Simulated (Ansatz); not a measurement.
**GaN (P6_3mc): band gap by G0W0 on PBE**

Aim: the quasiparticle gap of GaN (P6_3mc), starting from PBE.

Main program and level: Ansatz 0.2.0; PBE, then G0W0 on it, plane waves, PAW.

The database entry behind the starting cell has ideal inner coordinates that were not refined, so it need not match the best structure at ambient conditions.

### 1. Starting point

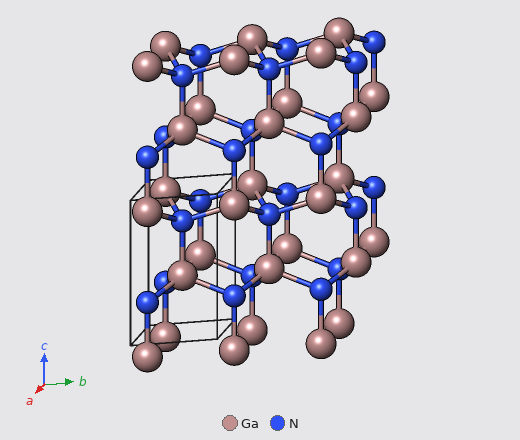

Start, viewed slightly off an axis; gallium pink, nitrogen blue. 2×3×2 cells are drawn. Some periodic images of atoms are drawn too.

Coordinates:

```cif
data_structure
_symmetry_space_group_name_H-M 'P6_3mc'
_symmetry_Int_Tables_number 186
_cell_length_a 3.1900
_cell_length_b 3.1900
_cell_length_c 5.1890
_cell_angle_alpha 90.000
_cell_angle_beta 90.000
_cell_angle_gamma 120.000
_cell_volume 45.73
loop_
_atom_site_label
_atom_site_type_symbol
_atom_site_symmetry_multiplicity
_atom_site_Wyckoff_symbol
_atom_site_fract_x
_atom_site_fract_y
_atom_site_fract_z
_atom_site_occupancy
Ga1 Ga 2 b 0.66667 0.33333 0.00000 1
N1 N 2 b 0.66667 0.33333 0.37500 1
```

The cell and positions come from the Crystallography Open Database and are kept as given unless a step says otherwise. The default PAW set here is soft_1. Its files were made with PBE.

### 2. Bands along the symmetry lines

Levels along a band path and on the mesh show where this functional puts the band edges.

This step: DFT, PBE, plane waves, PAW.

input.yaml reads:

```yaml
crystal:
  lattice:
    - [3.19, 0.0, 0.0]
    - [-1.595, 2.7626210381, 0.0]
    - [0.0, 0.0, 5.189]
  atoms:
    - { symbol: Ga, position: [0.6666666667, 0.3333333333, 0.0] }
    - { symbol: Ga, position: [0.3333333333, 0.6666666667, 0.5] }
    - { symbol: "N", position: [0.6666666667, 0.3333333333, 0.375] }
    - { symbol: "N", position: [0.3333333333, 0.6666666667, 0.875] }
kpoints:
  mp_grid: { grid: [12, 12, 4] }
  band_path:
    path:
      - [[0.0, 0.0, 0.0], [0.5, 0.0, 0.0], [0.33333333, 0.33333333, 0.0], [0.0, 0.0, 0.0], [0.0, 0.0, 0.5], [0.5, 0.0, 0.5], [0.33333333, 0.33333333, 0.5], [0.0, 0.0, 0.5]]
      - [[0.5, 0.0, 0.5], [0.5, 0.0, 0.0]]
      - [[0.33333333, 0.33333333, 0.5], [0.33333333, 0.33333333, 0.0]]
    npoints: 10
hamiltonian:
  xc: pbe
  pseudopotentials: { kind: paw, azcp: { folder: "./paw" } }
scf:
  occupations: { method: fermi_dirac, width: 0.02 }
  n_extra_bands: 5
output:
  eigenvalues: true
  write_density: true
  write_potential: true
  elf: true
  volumetric_format: npy
```

Command:

```bash
ansatz run input.yaml --threads 3 --pin off --max-ram 92160MiB --backend cuda --events-out ev --progress --plain --runs-dir out --devices 1 --max-vram 13GiB
```

Numbers of over 12 decimals in the logs are rounded to 6 here.

Log:

```text
scf.n_extra_bands = 5 over 18 filled bands (N_el = 36.0): the run solves 23 bands
GPUs: using 1 of 1 available (devices: 1).
Engine: ansatz 0.2.0, x86_64-unknown-linux-gnu
Pseudopotentials: kind: paw
Pseudopotential: Ga, paw, valence charge 13, recommended cutoff 420 eV (normal), <dir>
Pseudopotential: N, paw, valence charge 5, recommended cutoff 420 eV (normal), <dir>
Functional definition: PBE
  parameter kappa = 0.804
  parameter beta = 0.066725
  exchange = pbe_x(kappa = kappa, mu = beta*pi^2/3)
  correlation = pbe_c(beta = beta)
device memory: the entry about to start is reckoned to put 1.6 GiB on a device that reports 73.4 GiB free (of which the cap on the GPU budget leaves the run 13.0 GiB)
GPU FFT provider: cuFFT
GPU libraries: cuBLAS 13.8.2, cuFFT 12.4.0, cuSOLVER 12.3.4
Crystal: 4 atoms, lattice volume = 45.729 Å³
Basis set: ecut = 420 eV, 917 PW (Γ)
Bands: 23, of which v1, the nominal top of the filled ones, is band 18 counted from 1 (17 counted from 0)
Symmetry: 12 space group operations
Space group: P63mc (ITA 186), of the structure as read, at distance tolerance 3.6e-5 Å
k-points: 57 of 576 (time reversal used)
Non-local potential: Ga, projectors of the file, l = 0: 2, l = 1: 2, l = 2: 3, l = 3: 1
Non-local potential: N, projectors of the file, l = 0: 2, l = 1: 2, l = 2: 1
PAW form: soft (Blöchl's): semilocal exchange-correlation on the pseudo side does not see the compensation charge
PAW one-centre angular grid: Ga, 590 points (default); XC on 64 Gauss nodes
PAW one-centre angular grid: N, 110 points (default); XC on 64 Gauss nodes
Initial density: superposition of atomic densities (chi_scale 0.1, normalization cell, long waves kept (reshape's long-wave potential 0.00 eV rms))
Initial wavefunctions: pseudopotential atomic-orbital guess
GPU buffer pool allocated for 20736 grid points (all kernels)
GPU transforms: local potential and band sums: pruned to the plane-wave sphere, on 24×24×36
Functional: x = pbe(κ = 0.804, μ = 0.219515), c = pbe(β = 0.066725)
SCF iter   1: F=—  HF=-8337.205093 eV  |F-HF|=—  |Δ(HF+E_count)|=         —  Δρ=1.13e-1  dr2=5.08e0  ethr=3.10e-3  ⟨swp⟩=4.5  Hψ=5353  notcnv=0
preconditioner: auto → Resta (q_TF=auto, 2.622 Å⁻¹)  ε∞=4.5  [insulator: Δε(μ)=2.712 eV  Ē_g=17.498 eV  σ=0.020 eV  W_gap=1.00  n_scr=22 (ndim 8)  ℏωp=32.9 eV  f_vac=0.000  D(μ)=0.00/eV (n_scr^D=0)  ε∞_Penn≈4.5]
SCF iter   2: F=—  HF=-8335.919950 eV  |F-HF|=—  |Δ(HF+E_count)|=    1.29e0  Δρ=4.67e-2  dr2=5.25e-1  ethr=3.10e-3  ⟨swp⟩=2.1  Hψ=3019  notcnv=0  defer=57
SCF iter   3: F=—  HF=-8335.838156 eV  |F-HF|=—  |Δ(HF+E_count)|=   8.18e-2  Δρ=1.84e-2  dr2=1.11e-1  ethr=1.46e-3  ⟨swp⟩=2.0  Hψ=1742  notcnv=0  defer=57
SCF iter   4: F=—  HF=-8335.825288 eV  |F-HF|=—  |Δ(HF+E_count)|=   1.29e-2  Δρ=3.23e-3  dr2=5.81e-3  ethr=3.07e-4  ⟨swp⟩=3.0  Hψ=2503  notcnv=0  defer=57
SCF iter   5: F=—  HF=-8335.823698 eV  |F-HF|=—  |Δ(HF+E_count)|=   1.59e-3  Δρ=2.73e-3  dr2=2.05e-3  ethr=1.61e-5  ⟨swp⟩=2.0  Hψ=2499  notcnv=0  defer=57
SCF iter   6: F=—  HF=-8335.825226 eV  |F-HF|=—  |Δ(HF+E_count)|=   1.53e-3  Δρ=6.55e-4  dr2=1.58e-4  ethr=5.70e-6  ⟨swp⟩=2.9  Hψ=2507  notcnv=0  defer=57
SCF iter   7: F=—  HF=-8335.825226 eV  |F-HF|=—  |Δ(HF+E_count)|=   4.67e-8  Δρ=1.01e-4  dr2=5.69e-6  ethr=4.39e-7  ⟨swp⟩=2.0  Hψ=2271  notcnv=0  defer=57
SCF iter   8: F=—  HF=-8335.825375 eV  |F-HF|=—  |Δ(HF+E_count)|=   1.49e-4  Δρ=1.57e-5  dr2=8.92e-8  ethr=2.78e-10  ⟨swp⟩=6.1  Hψ=5903  notcnv=0
SCF iter   9: F=-8335.825376 eV  HF=-8335.825376 eV  |F-HF|=2.70e-9  |Δ(HF+E_count)|=   1.34e-7  Δρ=2.32e-6  dr2=2.62e-9  ethr=2.48e-10  ⟨swp⟩=1.9  Hψ=4391  notcnv=0
SCF 1 converged in 9 iterations: F = -8335.825376 eV  dr2 = 2.62e-9
  greatest PAW one-centre occupation: 0.995 electrons in one spin orbital (limit 2), on the Ga atom at site 0 (counted from 0), in its partial waves of l = 2
device memory: the entry about to start is reckoned to put 1.8 GiB on a device that reports 75.7 GiB free (of which the cap on the GPU budget leaves the run 13.0 GiB)
NSCF: frozen V_eff on 93 k-points, pencils in batches of 32, up to order 104
SCF converged after 9 iterations
Free energy (F): -8335.825376 eV
Harris-Foulkes:  -8335.825376 eV  (|F-HF|=2.70e-9)
Internal energy: -8335.825376 eV  (E = F + TS)
E sigma→0 (E₀):  -8335.825376 eV
Fermi energy:    10.631931 eV
--- Per-component energies (eV) ---
  E_band       = -10.905783
  E_kinetic    = 481.900885
  E_local      = -2834.593477  (includes V_loc(G=0)·N_el)
  E_nonlocal   = -109.350450
  E_hartree    = 1792.767056
  E_xc         = -244.720264
  E_vxc        = -261.998631  (∫ρ·V_xc dr)
  E_paw        = -4249.322089  (= ΣΔE_a)
  E_vpaw       = -872.400560  (= ΣTr[D̂ρ^β])
  E_aug_tail   = 0.001510  (compensation charges beyond the density's cutoff)
  E_ewald      = -3172.508547
  E_smearing   = -0.000000  (= −TS)
  E_closure    = 0.000000  (closes the sum)
  Σ components = -8335.825376   (vs F -8335.825376, Δ=0.00e0)
--- Band table (eV; the first three rows and the last of 57) ---
  k-point 0: bands = [... 14 lower, 8.6338, 9.6139, 9.6777, 9.6777, 11.5692, 13.9216, 18.8619, 19.5625, ... 1 higher]
  k-point 1: bands = [... 14 lower, 8.7802, 8.7802, 9.5181, 9.5181, 12.7663, 14.0254, 18.4748, 19.2399, ... 1 higher]
  k-point 2: bands = [... 14 lower, 9.1425, 9.1425, 9.1425, 9.1425, 13.9043, 13.9043, 18.1593, 18.1593, ... 1 higher]
  k-point 56: bands = [... 14 lower, 5.5074, 5.5074, 8.1860, 8.1860, 16.0941, 16.0941, 16.9758, 16.9758, ... 1 higher]
```

Elapsed: 19 s, on 1 × NVIDIA H100 80GB HBM3 (shared by 6 runs) with 3 threads of AMD EPYC 7R13 (Zen 3), shared host; peak memory 0.92 GiB.

Reading the cycles: dr2 is the Hartree energy of the density residual (eV), the measure of convergence; HF is the Harris–Foulkes estimate of the energy, which meets the free energy F at convergence.

This step gave:

```yaml
filled_bands: 18
gap: 1.891 eV
valence_top_at: Γ
conduction_bottom_at: Γ
least_direct_gap: 1.891 eV
```

Over mesh and path the gap is 1.891 eV, direct, at k = Γ.

Electronic bands along the path, in eV, zero at the top of the highest nominally filled band:

| point | band 15 | band 16 | band 17 | band 18 | band 19 | band 20 | band 21 | band 22 |
| --- | --- | --- | --- | --- | --- | --- | --- | --- |
| Γ | -1.04 | -0.06 | 0.00 | 0.00 | 1.89 | 4.24 | 9.18 | 9.88 |
| M | -4.22 | -2.74 | -2.23 | -0.98 | 5.06 | 5.54 | 6.04 | 8.58 |
| K | -5.26 | -3.00 | -3.00 | -2.69 | 5.13 | 7.78 | 7.78 | 8.40 |
| Γ | -1.04 | -0.06 | 0.00 | 0.00 | 1.89 | 4.24 | 9.18 | 9.88 |
| A | -0.54 | -0.54 | -0.54 | -0.54 | 4.23 | 4.23 | 8.48 | 8.48 |
| L | -1.93 | -1.93 | -1.91 | -1.91 | 4.39 | 4.39 | 7.77 | 7.77 |
| H | -4.17 | -4.17 | -1.49 | -1.49 | 6.42 | 6.42 | 7.30 | 7.30 |
| A | -0.54 | -0.54 | -0.54 | -0.54 | 4.23 | 4.23 | 8.48 | 8.48 |
| jump to L | -1.93 | -1.93 | -1.91 | -1.91 | 4.39 | 4.39 | 7.77 | 7.77 |
| M | -4.22 | -2.74 | -2.23 | -0.98 | 5.06 | 5.54 | 6.04 | 8.58 |
| jump to H | -4.17 | -4.17 | -1.49 | -1.49 | 6.42 | 6.42 | 7.30 | 7.30 |
| K | -5.26 | -3.00 | -3.00 | -2.69 | 5.13 | 7.78 | 7.78 | 8.40 |

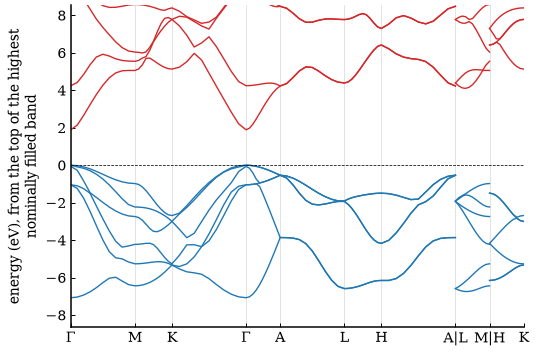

Electronic bands along the path; lines of filled and empty bands in two colours.

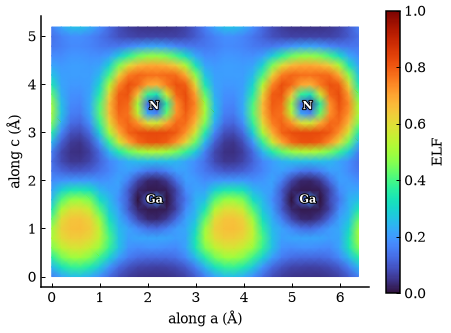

ELF in the ac plane at fractional y = 0.333, with atoms of Ga and N within 0.2 Å of it. It is the smooth field of the valence electrons, not physical close to the nuclei. The map starts off the cell's origin, so that atoms lie inside it.

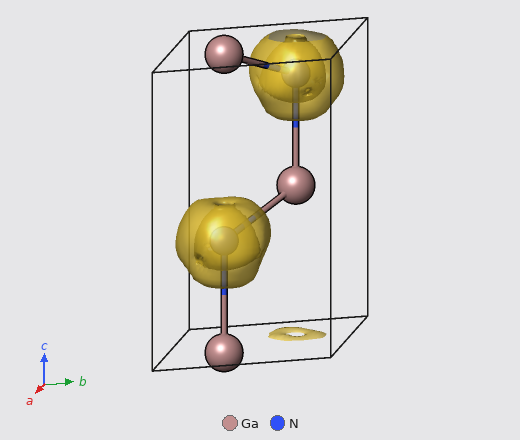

Surface of ELF = 0.77.

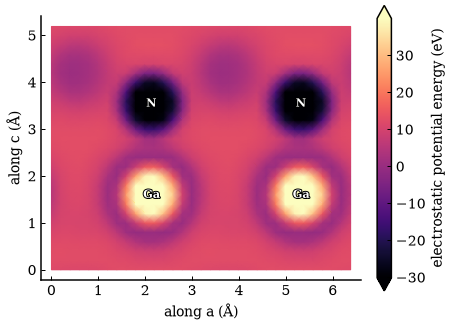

Electrostatic potential energy in the ac plane at fractional y = 0.333, with atoms of Ga and N within 0.2 Å of it. With pseudopotentials it is smooth inside the atoms' cores, unlike the true potential. The map starts off the cell's origin, so that atoms lie inside it.

### 3. The quasiparticle correction

G0W0 replaces the xc potential by a self-energy built once from the orbitals of the start. Levels are corrected in the window of bands that the input names, at points of the mesh.

This step: G0W0 on PBE, plane waves, PAW.

input.yaml, the sections that differ from step 2:

```yaml
kpoints:
  mp_grid: { grid: [6, 6, 4] }
scf:
  occupations: { method: fixed }
gw:
  n_empty_bands: 293
  ecut_chi: 200.0
  qp_bands: [v2, c2]
  qp_kpoints: band_edges
  screening: { model: contour_deformation }
# crystal, hamiltonian: as in step 2
# output: removed
```

Log:

```text
GPUs: using 1 of 1 available (devices: 1).
[...]
GPU FFT provider: cuFFT
GPU libraries: cuBLAS 13.8.2, cuFFT 12.4.0, cuSOLVER 12.3.4
Crystal: 4 atoms, lattice volume = 45.729 Å³
Basis set: ecut = 420 eV, 917 PW (Γ)
Bands: 22, of which v1, the nominal top of the filled ones, is band 18 counted from 1 (17 counted from 0)
Symmetry: 12 space group operations
[...]
k-points: 21 of 144 (time reversal used)
[...]
GPU buffer pool allocated for 20736 grid points (all kernels)
[...]
SCF iter   1: F=—  HF=-8337.203660 eV  |F-HF|=—  |Δ(HF+E_count)|=         —  Δρ=1.13e-1  dr2=5.09e0  ethr=3.10e-3  ⟨swp⟩=4.0  Hψ=1676  notcnv=0  defer=6
[...]
SCF iter   9: F=-8335.821065 eV  HF=-8335.821065 eV  |F-HF|=3.07e-9  |Δ(HF+E_count)|=   1.97e-7  Δρ=2.62e-6  dr2=3.38e-9  ethr=2.78e-10  ⟨swp⟩=4.1  Hψ=1511  notcnv=0
SCF 1 converged in 9 iterations: F = -8335.821065 eV  dr2 = 3.38e-9
[...]
NSCF: frozen V_eff on 21 k-points, pencils in batches of 32, up to order 88
the band table was solved once the SCF had ended and its energy, with any forces and stress, was formed, with the checks that follow a solve (1961 applications of the Hamiltonian). They found nothing against the state; the energy, forces and stress were not computed again (output.eigenvalues in the input reference)
[...]
NSCF: frozen V_eff on 21 k-points
G₀W₀ screening: q 1/21
[... further progress lines ...]
SCF converged after 9 iterations
Free energy (F): -8335.821065 eV
[...]
Internal energy: -8335.821065 eV  (E = F + TS)
E sigma→0 (E₀):  -8335.821065 eV
Fermi energy:    9.680356 eV
[...]
--- Band table (eV; the first three rows and the last of 21) ---
  k-point 0: bands = [... 14 lower, 8.6362, 9.6161, 9.6804, 9.6804, 11.5708, 13.9224, 18.8640, 19.5628]
  k-point 1: bands = [... 14 lower, 8.7826, 8.7826, 9.5208, 9.5208, 12.7681, 14.0264, 18.4765, 19.2403]
  k-point 2: bands = [... 14 lower, 9.1450, 9.1450, 9.1450, 9.1450, 13.9058, 13.9058, 18.1603, 18.1603]
  k-point 20: bands = [... 14 lower, 5.5091, 5.5091, 8.1880, 8.1880, 16.0948, 16.0948, 16.9773, 16.9773]
--- G₀W₀: contour deformation, 7 samples at zero and on the imaginary axis and 2 off it, 144 q-points, 293 empty bands' worth ---
  eigenvalues of the whole cell's RPA ε∞ on this k-mesh (on a slab, of 1 + 4πα/V) = 5.9619, 5.9972, 5.9972; static W/v taken at q = 0 is 0.167018
  bands read: the sum over 311 bands ends inside a degenerate multiplet in 9 slots, whose members it reads at an even weight; the widest, k=2: bands 311 to 314 (counted from 1) at 1/4 each
  gw.qp_kpoints: band_edges: 15 of 21 stored k-points solved, in 1 pass; an edge of the gap read off the rows below is read off those points alone
    valence top: of the k-points left out ik 12 came nearest to being solved in a further pass, in band 18 (counted from 1, as in the quasiparticle table): it holds the edge there only if its correction is more favourable than any solved in that band by at least 0.924 eV; those differ by 0.247 eV
    conduction bottom: of the k-points left out ik 12 came nearest to being solved in a further pass, in band 19 (counted from 1, as in the quasiparticle table): it holds the edge there only if its correction is more favourable than any solved in that band by at least 2.787 eV; those differ by 0.421 eV
    ik  band        ε_KS         Σx   Σc(E_QP)       V_xc       Z   E_QP_lin       E_QP  E_QP is
     0    17      9.6804   -23.8574     2.8663   -20.2303  0.7678     8.9110     8.9196  root
     0    18      9.6804   -23.8574     2.8663   -20.2303  0.7678     8.9110     8.9196  root
     0    19     11.5708   -11.5392    -3.8334   -15.7696  0.8030    11.9693    11.9677  root
     0    20     13.9224   -10.1834    -4.5800   -15.2907  0.8095    14.4533    14.4498  root
     1    17      9.5208   -23.7219     2.9127   -20.0301  0.7675     8.7325     8.7417  root
     1    18      9.5208   -23.7219     2.9127   -20.0301  0.7675     8.7325     8.7417  root
     1    19     12.7681   -12.2078    -3.8448   -16.4935  0.7936    13.2111    13.2090  root
     1    20     14.0264   -10.1639    -4.6092   -15.3102  0.8063    14.5670    14.5634  root
     2    17      9.1450   -23.3824     3.0048   -19.5598  0.7666     8.3167     8.3273  root
     2    18      9.1450   -23.3824     3.0048   -19.5598  0.7666     8.3167     8.3273  root
     2    19     13.9058   -10.8618    -4.4854   -15.8898  0.7954    14.4523    14.4484  root
     2    20     13.9058   -10.8618    -4.4854   -15.8898  0.7954    14.4523    14.4484  root
     3    17      9.3300   -23.3912     2.8889   -19.7130  0.7676     8.5312     8.5408  root
     3    18      9.4436   -23.6151     2.9251   -19.9047  0.7672     8.6488     8.6583  root
     3    19     13.0969   -12.0173    -3.9570   -16.4422  0.7926    13.5672    13.5647  root
     3    20     15.1989   -10.4547    -4.8242   -15.9035  0.7984    15.8291    15.8235  root
     4    17      8.9650   -23.1214     2.9930   -19.2977  0.7666     8.1231     8.1343  root
     4    18      9.2329   -23.4182     2.9745   -19.6353  0.7668     8.4143     8.4246  root
     4    19     13.6732   -11.5240    -4.2052   -16.2315  0.7908    14.1786    14.1755  root
     4    20     15.2655   -10.4352    -4.8816   -15.9503  0.7940    15.9050    15.8990  root
     5    17      8.7527   -22.9767     3.0807   -19.0416  0.7655     7.8861     7.8984  root
     5    18      8.7527   -22.9767     3.0807   -19.0416  0.7655     7.8861     7.8984  root
     5    19     14.8083   -10.7581    -4.7052   -16.0483  0.7868    15.3984    15.3933  root
     5    20     14.8083   -10.7581    -4.7052   -16.0483  0.7868    15.3984    15.3933  root
     6    17      8.3897   -22.3496     3.0542   -18.4186  0.7656     7.4994     7.5129  root
     6    18      8.9454   -23.1196     3.0423   -19.2447  0.7658     8.1016     8.1129  root
     6    19     14.5345   -10.0824    -4.5712   -15.1477  0.7967    15.0319    15.0286  root
     6    20     15.4030    -9.5495    -4.7518   -14.8265  0.8085    15.9321    15.9282  root
     7    17      8.4901   -22.6813     3.1035   -18.7092  0.7647     7.6087     7.6216  root
     7    18      8.6689   -22.8552     3.0974   -18.8990  0.7650     7.7977     7.8101  root
     7    19     14.0855    -9.4213    -4.4322   -14.2577  0.8076    14.4917    14.4896  root
     7    20     15.3809    -8.9644    -4.7003   -14.1025  0.8065    15.8214    15.8187  root
     8    17      8.0602   -22.3029     3.2257   -18.1687  0.7626     7.1366     7.1518  root
     8    18      8.0602   -22.3029     3.2257   -18.1687  0.7626     7.1366     7.1518  root
     8    19     14.5393    -9.2053    -4.4785   -14.0735  0.8071    14.9310    14.9290  root
     8    20     14.5393    -9.2053    -4.4785   -14.0735  0.8071    14.9310    14.9290  root
     9    17      7.4487   -21.4079     3.2136   -17.2365  0.7625     6.4724     6.4909  root
     9    18      8.7016   -22.8708     3.0927   -18.9257  0.7650     7.8372     7.8493  root
     9    19     14.7345    -8.6180    -4.4578   -13.4033  0.8183    15.0633    15.0620  root
     9    20     15.2236   -10.2871    -4.7388   -15.5785  0.7975    15.7807    15.7762  root
[...]
17    17      8.0153   -22.1244     3.1763   -18.0545  0.7626     7.1073     7.1217  root
    17    18      8.0153   -22.1244     3.1763   -18.0545  0.7626     7.1073     7.1217  root
    17    19     15.0991    -9.5134    -4.5525   -14.4891  0.8040    15.5247    15.5223  root
    17    20     15.0991    -9.5134    -4.5525   -14.4891  0.8040    15.5247    15.5223  root
    18    17      6.6785   -21.3906     3.5207   -16.8760  0.7536     5.6619     5.6846  root
    18    18      6.9933   -21.7058     3.5036   -17.1947  0.7565     5.9636     5.9859  root
    18    19     14.8085    -7.4426    -4.2338   -11.8406  0.8204    14.9730    14.9726  root
    18    20     17.4614   -11.2866    -5.7130   -17.9138  0.7648    18.3938    18.3756  root
    20    17      8.1880   -22.2764     3.1586   -18.2403  0.7629     7.2970     7.3105  root
    20    18      8.1880   -22.2764     3.1586   -18.2403  0.7629     7.2970     7.3105  root
    20    19     16.0948    -9.5392    -4.9027   -14.9797  0.8043    16.6370    16.6327  root
    20    20     16.0948    -9.5392    -4.9027   -14.9797  0.8043    16.6370    16.6327  root
```

Wall time 37 s (1 × NVIDIA H100 80GB HBM3 (shared by 6 runs) with 3 threads); peak memory 1.5 GiB.

Numbers from this step:

```
bands summed                                    : 311
RPA ε∞ on this mesh (eigenvalues)               : 5.962, 5.997, 5.997
plane waves in the screening matrix             : 311
q-points in the mesh                            : 144
G0W0 gap over the corrected points              : 3.048 eV
k of the valence top                            : 0, 0, 0
k of the conduction bottom                      : 0, 0, 0
starting gap on the mesh                        : 1.890 eV
Z at the valence top                            : 0.7678
Z at the conduction bottom                      : 0.8030
least direct G0W0 gap over the corrected points : 3.048 eV
```

Over 15 of 21 irreducible mesh points the G0W0 gap is 3.048 eV, direct, at k = Γ. The PBE gap of this run on the mesh is 1.890 eV. The two states that bound the G0W0 gap lie that far apart at the start, so the correction of the gap is 3.048 − 1.890 = +1.158 eV. The start of this run differs from the step before in mesh (12×12×4 and 6×6×4).

Labels follow the order of the start: v1 is the top filled band, c1 the lowest empty one; levels that stay degenerate share a row, the window can cut a multiplet, doubted levels are not marked in this list, bands outside the window were not corrected, and the list may be a part of the corrected levels. The levels before and after the correction (eV, zero at the valence-band top of each column):

```
           conduction bottom  valence top
Kohn-Sham               1.89         0.00
     G0W0               3.05         0.00
```

```
             level  occupation  energy (eV)
Kohn-Sham  Γ v2-v1           2        0.000
Kohn-Sham     Γ c1           0        1.890
Kohn-Sham     Γ c2           0        4.242
     G0W0  Γ v2-v1           2        0.000
     G0W0     Γ c1           0        3.048
     G0W0     Γ c2           0        5.530
```

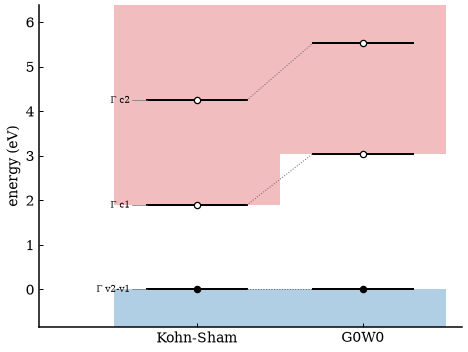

Levels before and after the correction. Shaded: valence and conduction bands. Filled marks are occupied levels, open marks empty ones.

The parts of the quasiparticle energy for the two states that bound the G0W0 gap, in eV on the run's own scale (QP = start + Σx + Σc − Vxc, with Σc at the quasiparticle energy):

```
             edge  k  band   start       Σx      Σc      Vxc      Z      QP
      valence top  Γ    17   9.680  −23.857   2.866  −20.230  0.768   8.920
conduction bottom  Γ    19  11.571  −11.539  −3.833  −15.770  0.803  11.968
```

(Continued in part 2 of 2.)

[Paths, hosts, dates, memory and timing lines, banners, echoed tables and standing remarks are left out of the program output.]

[Logs are printed without paths, hosts, clocks, repeated set-up lines and the standing remarks that a program may print on its own settings, such as how far it seeks lower states.]

[Runs of the session that timed out or met a known fault of the program may be left out.]

[Cells called generated may have been cut or substituted from an entry of the Crystallography Open Database or the Materials Project.]

[Hosts, paths, dates, database ids (printed as entryN), source tags and the programs' standing remarks are cut or masked in the printed files.]

[Where an RPA ε∞ is given, it is that of the G0W0 mesh and is not shown converged in it. Names of k-points follow the symmetry that the program found, which can be lower than the space group named. Band edges on a path are those of the sampled points; other points can move an edge, and change direct to indirect where valleys lie close.]

[Hybrid gaps are those of their k-mesh and are not shown converged in it.]
